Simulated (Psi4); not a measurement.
**SnH3O2 (SMILES [OH][SnH][OH]): an attempt with Psi4**

Aim: a stability test of SnH3O2.

The calculation is run with Psi4 1.11.

4 further runs of the same task are left out: 3 that didn't finish, 1 set aside as unsound or not needed.

### 1 The molecule

SnH3O2 has 6 atoms, charge 0, and is taken as a doublet. SMILES: `[OH][SnH][OH]`. Geometry: relaxed at PBE0-D4/def2-TZVP. This is one conformer, not always the lowest.

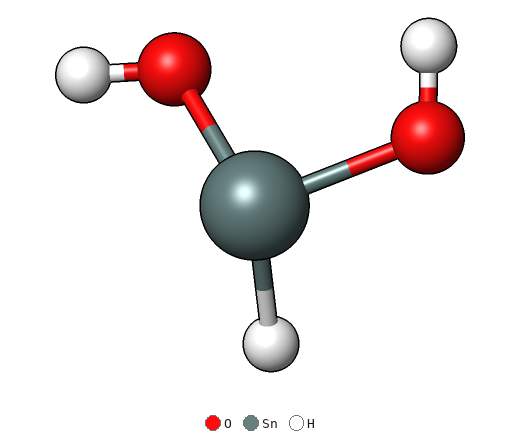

Viewed from a chosen angle; oxygen red, tin teal, hydrogen white.

### 2 The input as written

Contents of run.py:

```python
import psi4

psi4.set_memory(1600000000)
psi4.set_num_threads(1)
psi4.set_output_file('h3o2sn.out', False)

geom = psi4.geometry("""
0 2
O     -1.248300    -0.684700    -0.233400
Sn     0.417000     0.302500    -0.639600
O      1.413900    -0.038300     1.016700
H     -1.852000    -0.783400    -0.973600
H      0.128600     2.026100    -0.624300
H      1.182700    -0.886000     1.408100
""")

psi4.set_options(dict(basis='STO-6G', reference='uks', scf_type='pk', stability_analysis='follow'))

result = psi4.energy("sogga11-x")
print(f'sogga11-x energy: {result:.10f} Eh')
```

Started as:

```console
python run.py
```

h3o2sn.out:

```text
Psi4 1.11 release
```

Standard output:

```text
Traceback (most recent call last):
  File "run.py", line 19, in <module>
    result = psi4.energy("sogga11-x")
psi4.driver.p4util.exceptions.ValidationError: Stability analysis root following is only available for unrestricted Hartree--Fock, not present UKS
```

It took 0.54 s on 1 thread of AMD EPYC 9R45 (Zen 5), shared host; peak memory 0.14 GiB.

### 3 Diagnosis

The program refused the input.

The log says `psi4.driver.p4util.exceptions.ValidationError: Stability analysis root following is only available for unrestricted Hartree--Fock, not present UKS`. The program turns down these settings as typed.
